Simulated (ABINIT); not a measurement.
## Y2CrH6 (Fm-3m): G0W0 with ABINIT, start to end

Aim: the G0W0 gap of Y2CrH6 (Fm-3m) on LDA, step by step.

Program: ABINIT 10.8.3. Level of theory: LDA and many-body steps on it, plane waves. Results are calculated unless marked as measured.

## Step 1: The starting structure

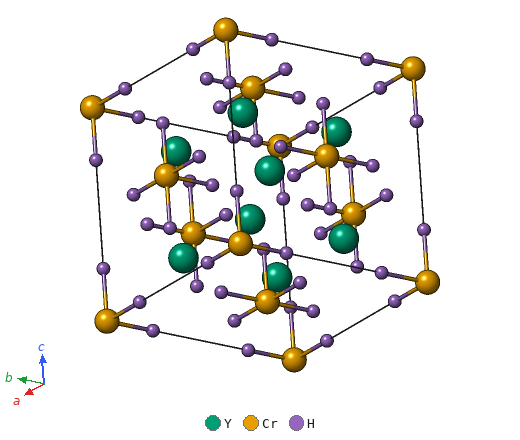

Start, viewed from a free direction; yttrium teal, chromium orange, hydrogen purple. This picture shows the conventional cell, with its axes. Some periodic images of atoms are drawn too.

The cell and positions are those that the Materials Project relaxed with its own functionals (PBE, PBE+U or r2SCAN), kept fixed.

## Step 2: Ground state

This step: ABINIT 10.8.3; DFT, LDA, plane waves, norm-conserving pseudopotentials.

The ground-state density comes first.

Contents of run.abi:

```
acell 3*1.0 Angstrom
rprim 
  0.000000000000 3.499313000000 3.499313000000
  3.499313000000 0.000000000000 3.499313000000
  3.499313000000 3.499313000000 -0.000000000000
ntypat 3
znucl 39 24 1
natom 9
typat 1 1 2 3 3 3 3 3 3
xred 
  0.750000000000 0.750000000000 0.750000000000
  0.250000000000 0.250000000000 0.250000000000
  0.000000000000 0.000000000000 0.000000000000
  0.754389000000 0.754389000000 0.245611000000
  0.245611000000 0.754389000000 0.245611000000
  0.754389000000 0.245611000000 0.245611000000
  0.245611000000 0.245611000000 0.754389000000
  0.754389000000 0.245611000000 0.754389000000
  0.245611000000 0.754389000000 0.754389000000
pp_dirpath "pseudos"
pseudos "Y.upf, Cr.upf, H.upf"
ecut 43
ngkpt 6 6 6
nshiftk 1
shiftk 0 0 0
kptopt 1
chksymbreak 0
nband 29
occopt 1
tolvrs 1e-10
nstep 60
prtwf 0
optforces 0
optstress 0
indata_prefix "in"
outdata_prefix "out"
tmpdata_prefix "tmp"
```

On the command line:

```sh
$ OMP_NUM_THREADS=1 mpirun -n 4 abinit run.abi > log
```

Numbers of over 12 decimals in the logs are rounded to 6 here.

The log of the run:

```text
.Version 10.8.3 of ABINIT. v10.8.2 released Aug 2026.

 Symmetries : space group Fm -3 m (#225); Bravais cF (face-center cubic)
================================================================================
 Values of the parameters that define the memory need of the present run
     intxc =       0    ionmov =       0      iscf =       7    lmnmax =       6
     lnmax =       6     mgfft =      60  mpssoang =       3    mqgrid =    3001
     natom =       9  nloc_mem =       1    nspden =       1   nspinor =       1
    nsppol =       1      nsym =      48    n1xccc =    2501    ntypat =       3
    occopt =       1   xclevel =       1
-    mband =          29        mffmem =           1         mkmem =           4
       mpw =        7828          nfft =      216000          nkpt =          16
================================================================================
  Rough estimation (10% accuracy) of disk space for files :
================================================================================

--------------------------------------------------------------------------------
------------- Echo of variables that govern the present computation ------------
--------------------------------------------------------------------------------
 -outvars: echo values of preprocessed input variables --------
            acell      1.8897261259E+00  1.8897261259E+00  1.8897261259E+00 Bohr

      chksymbreak           0
             ecut      4.30000000E+01 Hartree
-          fftalg         312

              ixc       -1012
              kpt      0.00000000E+00  0.00000000E+00  0.00000000E+00
                       1.66666667E-01  0.00000000E+00  0.00000000E+00
                       3.33333333E-01  0.00000000E+00  0.00000000E+00
                       5.00000000E-01  0.00000000E+00  0.00000000E+00
                       1.66666667E-01  1.66666667E-01  0.00000000E+00
                       3.33333333E-01  1.66666667E-01  0.00000000E+00
                       5.00000000E-01  1.66666667E-01  0.00000000E+00
                      -3.33333333E-01  1.66666667E-01  0.00000000E+00
                      -1.66666667E-01  1.66666667E-01  0.00000000E+00
   [... 5 further rows ...]
                      -3.33333333E-01  3.33333333E-01  1.66666667E-01
                      -3.33333333E-01  5.00000000E-01  1.66666667E-01
         kptrlatt        6    0    0      0    6    0      0    0    6
          kptrlen      5.61109867E+01
P           mkmem           4
            natom           9
            nband          29
            ngfft          60      60      60
             nkpt          16
            nstep          60
             nsym          48
           ntypat           3
              occ      2.000000  2.000000  2.000000  2.000000  2.000000  2.000000
                       2.000000  2.000000  2.000000  2.000000  2.000000  2.000000
                       2.000000  2.000000  2.000000  2.000000  2.000000  2.000000
                       2.000000  2.000000  2.000000  0.000000  0.000000  0.000000
                       0.000000  0.000000  0.000000  0.000000  0.000000
        optforces           0
        optstress           0
            prtwf           0
            rprim      0.0000000000E+00  3.4993130000E+00  3.4993130000E+00
[...]
spgroup         225

           tolvrs      1.00000000E-10

             xred      7.5000000000E-01  7.5000000000E-01  7.5000000000E-01
[...]
znucl       39.00000   24.00000    1.00000

================================================================================

 chkinp: Checking input parameters for consistency.

================================================================================
== DATASET  1 ==================================================================
-   mpi_nproc: 4, omp_nthreads: 1 (-1 if OMP is not activated)

--- !DatasetInfo
iteration_state: {dtset: 1, }
dimensions: {natom: 9, nkpt: 16, mband: 29, nsppol: 1, nspinor: 1, nspden: 1, mpw: 7828, }
cutoff_energies: {ecut:  43.0, pawecutdg:  -1.0, }
electrons: {nelect:   4.20000000E+01, charge:   0.00000000E+00, occopt:   1.00000000E+00, tsmear:   1.00000000E-02, }

 Real(R)+Recip(G) space primitive vectors, cartesian coordinates (Bohr,Bohr^-1):
 R(1)=  0.0000000  6.6127432  6.6127432  G(1)= -0.0756116  0.0756116  0.0756116
 R(2)=  6.6127432  0.0000000  6.6127432  G(2)=  0.0756116 -0.0756116  0.0756116
 R(3)=  6.6127432  6.6127432  0.0000000  G(3)=  0.0756116  0.0756116 -0.0756116
 Unit cell volume ucvol=  5.7832900E+02 bohr^3
 Angles (23,13,12)=  6.00000000E+01  6.00000000E+01  6.00000000E+01 degrees

 getcut: wavevector=  0.0000  0.0000  0.0000  ngfft=  60  60  60
         ecut(hartree)=     43.000   => boxcut(ratio)=   2.17348

--- Pseudopotential description ------------------------------------------------
- Y Generated using ONCVPSP code by D. R. Hamann
- 39.00000  11.00000  180309                  znucl, zion, pspdat
12 -1012 2 -1 1724                            pspcod,pspxc,lmax,lloc,mmax
     nproj     2     2     2
  pspatm : epsatm=   18.49213021
         --- l  ekb(1:nproj) -->
[...]
pspatm: atomic psp has been read  and splines computed

- Cr Generated using ONCVPSP code by D. R. Hamann
- 24.00000  14.00000  180309                  znucl, zion, pspdat
[...]
-  1.00000   1.00000  180309                  znucl, zion, pspdat
12 -1012 1 -1 1180                            pspcod,pspxc,lmax,lloc,mmax
     nproj     2     1     0
  pspatm : epsatm=    0.35439867
         --- l  ekb(1:nproj) -->
[...]
1   -0.275071
 pspatm: atomic psp has been read  and splines computed

   2.37083730E+03                                ecore*ucvol(ha*bohr**3)
--------------------------------------------------------------------------------

_setup2: Arith. and geom. avg. npw (full set) are    7791.708    7791.691

================================================================================

--- !BeginCycle
iteration_state: {dtset: 1, }
solver: {iscf: 7, nstep: 60, nline: 4, wfoptalg: 0, }
tolerances: {tolvrs: 1.00E-10, }

     iter   Etot(hartree)      deltaE(h)  residm     vres2
 ETOT  1  -172.94565265914    -1.729E+02 1.150E-01 7.984E+03
 ETOT  2  -161.52577104792     1.142E+01 9.496E-02 1.166E+05
 ETOT  3  -173.25352569283    -1.173E+01 2.713E-02 1.062E+04
 ETOT  4  -173.31376688535    -6.024E-02 5.910E-02 1.049E+04
 ETOT  5  -173.74552437083    -4.318E-01 9.771E-03 5.032E+03
 ETOT  6  -174.25257091198    -5.070E-01 2.951E-03 2.771E+02
 ETOT  7  -174.19279374074     5.978E-02 3.556E-03 8.566E+02
 ETOT  8  -174.28896362096    -9.617E-02 9.208E-04 8.166E+00
 ETOT  9  -174.28718518078     1.778E-03 2.349E-03 2.714E+01
 ETOT 10  -174.29029428302    -3.109E-03 4.238E-04 5.941E-02
[...]
ETOT 14  -174.29030115935    -4.835E-10 2.640E-04 1.616E-06
 ETOT 15  -174.29030115973    -3.794E-10 1.461E-03 1.914E-08
 ETOT 16  -174.29030115975    -1.842E-11 2.231E-04 1.154E-08
 ETOT 17  -174.29030115975     1.648E-12 1.187E-03 1.557E-10
 ETOT 18  -174.29030115973     1.100E-11 1.931E-04 9.836E-12

 At SCF step   18       vres2   =  9.84E-12 < tolvrs=  1.00E-10 =>converged.

--- !ResultsGS
iteration_state: {dtset: 1, }
comment   : Summary of ground state results
lattice_vectors:
- [  0.0000000,   6.6127432,   6.6127432, ]
- [  6.6127432,   0.0000000,   6.6127432, ]
- [  6.6127432,   6.6127432,  -0.0000000, ]
lattice_lengths: [   9.35183,    9.35183,    9.35183, ]
lattice_angles: [ 60.000,  60.000,  60.000, ] # degrees, (23, 13, 12)
lattice_volume:   5.7832900E+02
convergence: {deltae:  1.100E-11, res2:  9.836E-12, residm:  1.931E-04, diffor:  0.000E+00, }
etotal    :  -1.74290301E+02
entropy   :   0.00000000E+00
fermie    :   2.78205044E-01
cartesian_stress_tensor: null
pressure_GPa: null
xred      :
- [  7.5000E-01,   7.5000E-01,   7.5000E-01,  Y]
- [  2.5000E-01,   2.5000E-01,   2.5000E-01,  Y]
- [  0.0000E+00,   0.0000E+00,   0.0000E+00, Cr]
- [  7.5439E-01,   7.5439E-01,   2.4561E-01,  H]
- [  2.4561E-01,   7.5439E-01,   2.4561E-01,  H]
- [  7.5439E-01,   2.4561E-01,   2.4561E-01,  H]
- [  2.4561E-01,   2.4561E-01,   7.5439E-01,  H]
- [  7.5439E-01,   2.4561E-01,   7.5439E-01,  H]
- [  2.4561E-01,   7.5439E-01,   7.5439E-01,  H]
cartesian_forces: null
force_length_stats: {min: null, max: null, mean: null, }

 Integrated electronic density in atomic spheres:
 ------------------------------------------------
 Atom  Sphere_radius  Integrated_density
[...]
================================================================================

 ----iterations are completed or convergence reached----

 Mean square residual over all n,k,spin=   11.010E-07; max=  19.311E-05
 reduced coordinates (array xred) for    9 atoms
[...]
0.245611000000      0.754389000000      0.245611000000
       0.754389000000      0.245611000000      0.245611000000
       0.245611000000      0.245611000000      0.754389000000
       0.754389000000      0.245611000000      0.754389000000
       0.245611000000      0.754389000000      0.754389000000
 rms dE/dt=  0.0000E+00; max dE/dt=  0.0000E+00; dE/dt below (all hartree)
    1       0.000000000000      0.000000000000      0.000000000000
    2       0.000000000000      0.000000000000      0.000000000000
    3       0.000000000000      0.000000000000      0.000000000000
    4       0.000000000000      0.000000000000      0.000000000000
    5       0.000000000000      0.000000000000      0.000000000000
    6       0.000000000000      0.000000000000      0.000000000000
    7       0.000000000000      0.000000000000      0.000000000000
    8       0.000000000000      0.000000000000      0.000000000000
    9       0.000000000000      0.000000000000      0.000000000000

 cartesian coordinates (angstrom) at end:
    1      5.248970     5.248970     5.248970
[...]
5      3.499313     1.718940     3.499313
    6      1.718940     3.499313     3.499313
    7      3.499313     3.499313     1.718940
    8      3.499313     5.279686     3.499313
    9      5.279686     3.499313     3.499313
 length scales=  1.889726125908  1.889726125908  1.889726125908 bohr
              =  1.000000000000  1.000000000000  1.000000000000 angstroms
 prteigrs : about to open file out_EIG
 Fermi (or HOMO) energy (hartree) =   0.27821   Average Vxc (hartree)=  -0.40467
 Eigenvalues (hartree) for nkpt=  16  k points:
 kpt#   1, nband= 29, wtk=  0.00463, kpt=  0.0000  0.0000  0.0000 (reduced coord)
  -2.28663   -1.27657   -1.27310   -1.24917   -1.24917   -1.24917   -0.54853   -0.54853
  -0.54853   -0.53702   -0.53702   -0.53702   -0.03867    0.10971    0.10971    0.10971
   0.11675    0.11675    0.27821    0.27821    0.27821    0.34846    0.34846    0.41367
   0.45105    0.45105    0.45105    0.50513    0.50524
 prteigrs : prtvol=0 or 1, do not print more k-points.

--- !EnergyTerms
iteration_state     : {dtset: 1, }
comment             : Components of total free energy in Hartree
kinetic             :  6.48668503785858E+01
hartree             :  4.42649533123127E+01
xc                  : -3.10819523505788E+01
Ewald energy        : -1.12451040550740E+02
psp_core            :  4.09946123155419E+00
local_psp           : -1.45248657900271E+02
non_local_psp       :  1.26008471940256E+00
total_energy        : -1.74290301159734E+02
total_energy_eV     : -4.74268070378588E+03
band_energy         : -2.08722439968689E+01

== END DATASET(S) ==============================================================
================================================================================

 -outvars: echo values of variables after computation  --------
           etotal     -1.7429030116E+02
            nband          29
             nkpt          16
          spgroup         225
 [... the other variables as echoed above ...]

 Calculation completed.
```

Run time: 77 s. Hardware: 4 MPI ranks of Arm Neoverse V1, shared host; peak memory 0.49 GiB; 5.2 min of CPU time.

Numbers from this step:

| Item | Value |
| --- | --- |
| total energy | -4742.6807 eV |
| gap | 0.2463 eV |
| k of the valence top | 0, 0, 0 |
| k of the conduction bottom | 0.5, 0.5, 0 |
| least direct gap | 0.4699 eV |

The gap is indirect, with the least direct gap 0.22 eV higher.

(Part 1 of 3 ends here.)

[Paths, hosts, dates, memory and timing lines, banners, echoed tables and standing remarks are left out of the program output.]

[Logs are printed without paths, hosts, clocks, repeated set-up lines and the standing remarks that a program may print on its own settings, such as how far it seeks lower states.]

[Runs of the session that timed out or met a known fault of the program may be left out.]

[Hosts, paths, dates, database ids (printed as entryN), source tags and the programs' standing remarks are cut or masked in the printed files.]

[G0W0 gaps are taken among the corrected bands and points alone; a level outside them can change the order at an edge.]

[Where Ansatz stands beside ABINIT at settings called matched, ABINIT's density can come from a denser mesh and the files from another edition; pairs whose starting gaps differed by over 0.03 eV were left out, so agreement reads better than it is.]
